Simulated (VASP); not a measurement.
Band structure of YS (space group Fm-3m). Method: LDA (Ceperley-Alder, Perdew-Zunger), VASP's LDA PAW potentials (set 64) (plane waves; VASP).

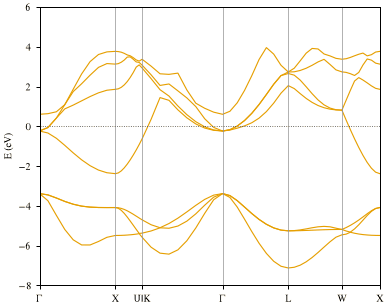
*Bands along high-symmetry lines, zero at the valence-band maximum or, without a gap, the Fermi level*

Task: Read the plot: is there a gap, and where are the band edges?

Result: It has no gap at this level: it comes out as a metal or semimetal.

The structure comes from a measured YS entry (Fm-3m) of the Crystallography Open Database, whose conditions weren't checked. The cell was not relaxed at this level. The k-mesh is coarse (spacing up to 0.40 per Å, 2π included), so the numbers may not be converged in it. The electron count is odd and the run is not spin-polarised, which forces a metal.
